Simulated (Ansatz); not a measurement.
# Run report: CH₄LiNSi, single-point calculation

- system: CH₄LiNSi
- method: RKS PBE0-D4/def2-TZVPP (Ansatz 0.2.0)

The geometry is a minimum found at another level. The geometry comes from this level: PBE0-D4/def2-TZVP.

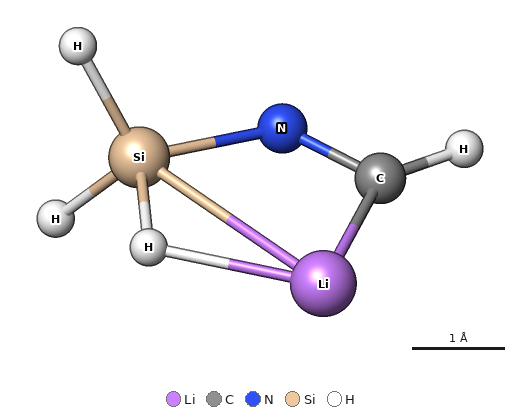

Figure 1. The structure as given in the input (ball-and-stick view, seen at a tilt). Sticks mark near contacts. Bond lengths as drawn: C–H 1.11 Å, C–Li 2.00 Å, C–N 1.30 Å, H–Li 1.95 Å, H–Si 1.48 to 1.55 Å, Li–Si 2.79 Å and N–Si 1.71 Å.

Key numbers

| quantity | value |
| --- | --- |
| outcome | converged |
| total energy | −10667.5976 eV |
| mean-field energy | −10667.4679 eV |
| dispersion energy | −0.1297 eV |
| SCF solution under orbital rotations | stable |
| HOMO | −4.64 eV |
| LUMO | −0.99 eV |
| hardware | 2 threads of Arm Neoverse V1, 23 GiB of memory available, shared host |
| wall time | 3 s (CPU time 5.7 s) |
| peak memory | 0.35 GiB |

Input
```yaml
crystal:
  periodic: [false, false, false]
  atoms:
    - {symbol: Li, position_ang: [-1.524472, -0.779876, -1.022436]}
    - {symbol: C, position_ang: [-1.045904, 1.097384, -0.533171]}
    - {symbol: N, position_ang: [0.058755, 1.023705, 0.141656]}
    - {symbol: Si, position_ang: [0.821111, -0.475696, 0.458333]}
    - {symbol: H, position_ang: [-1.388097, 2.148215, -0.636256]}
    - {symbol: H, position_ang: [0.002269, -1.631210, -0.166928]}
    - {symbol: H, position_ang: [2.172475, -0.585518, -0.146640]}
    - {symbol: H, position_ang: [0.903862, -0.797004, 1.905452]}
basis:
  gaussian: {orbitals: def2-TZVPP}
hamiltonian: {xc: pbe0, dispersion: d4}
output: {orbitals: {seedname: orbitals}}
```

Launched with:
```bash
ansatz run in.yaml --threads 2 --pin off --events-out ev --progress --plain --max-ram 4352MiB
```

The program's output
```
Functional definition: PBE0
  name "PBE0"
  cite "Adamo & Barone, J. Chem. Phys. 110, 6158 (1999) doi:10.1063/1.478522"
  cite "Perdew, Burke & Ernzerhof, Phys. Rev. Lett. 77, 3865 (1996) doi:10.1103/PhysRevLett.77.3865"
  parent pbe
  parameter a = 0.25
  parameter kappa = 0.804
  parameter beta = 0.06672455060314922
  exchange = (1 - a)*pbe_x(kappa = kappa, mu = beta*pi^2/3) + a*exact_x
  correlation = pbe_c(beta = beta)
1007 factors; their error is unknown
mean field evaluation 1: about -10660.2437 eV, gradient 5.5e1 eV
mean field evaluation 2: about -10617.7853 eV, gradient 1.2e2 eV
mean field evaluation 4: about -10666.9353 eV, gradient 1.5e1 eV
mean field evaluation 8: about -10667.4493 eV, gradient 1.5e-1 eV
mean field evaluation 16: about -10667.4678 eV, gradient 5.0e-5 eV
mean field -10667.46783621 eV, -392.0222123113 hartree, gradient 5.0e-5 eV, S^2 0.000000; 0 other end points of the search recorded, 0 dependent functions left out
reference -10667.46787916 eV, -392.0222138898 hartree; 17, 17 occupied and 162, 162 virtual orbitals, 1007 factors
Total energy: -10667.59755790 eV, -392.0269794954 hartree
```

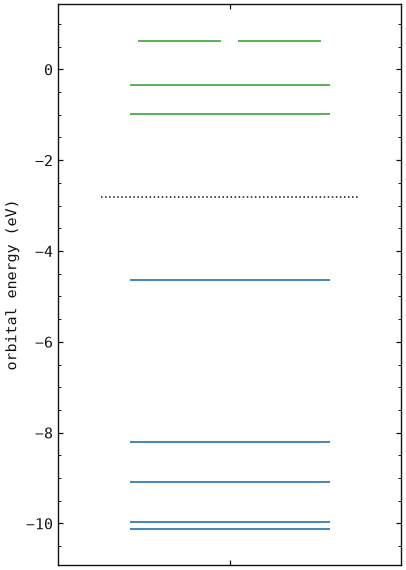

Figure 2. Orbital energies near the frontier; the dotted line parts filled from empty levels, and levels within 0.02 eV of each other stand side by side. Highest filled −4.64 eV, lowest empty −0.99 eV, 3.65 eV apart.
